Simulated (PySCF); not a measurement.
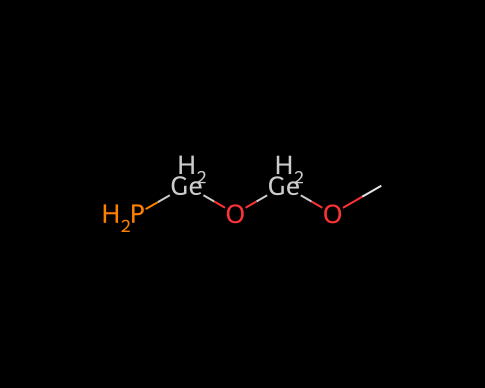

Structural formula above. The computed structure is the end point of a PBE0-D3(BJ)/def2-SVP optimisation. No frequency run is at hand to confirm it as a minimum.

What does the molecule look like in three dimensions?

It has 15 atoms: 1 carbon, 9 hydrogen, 2 germanium, 2 oxygen and 1 phosphorus (CH₉Ge₂O₂P). SMILES: `C[O][GeH2][O][GeH2][PH2]`. The point group is C1. Coordination: 1 C tetrahedral; 2 O bent; 2 Ge tetrahedral; 1 P trigonal pyramidal.

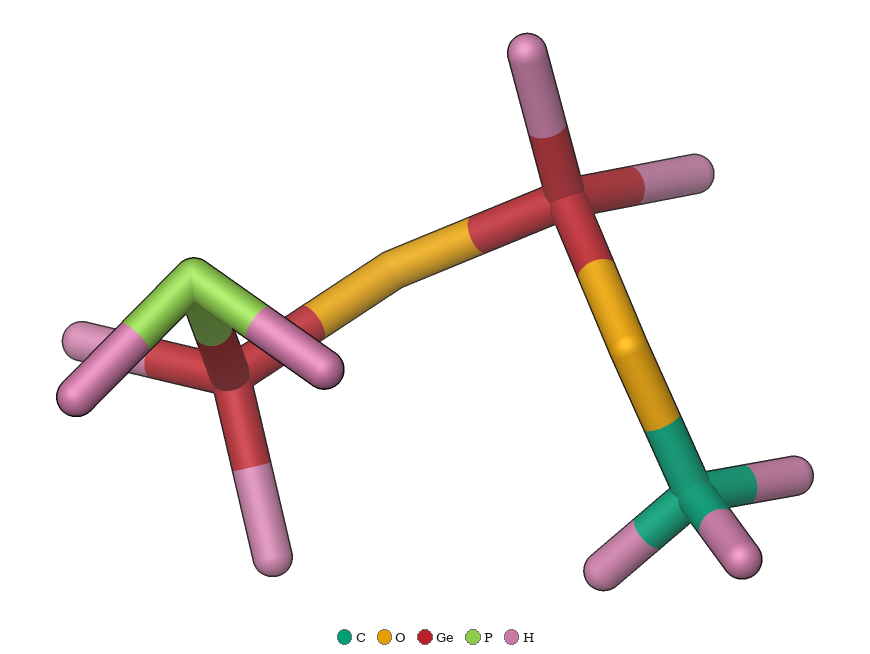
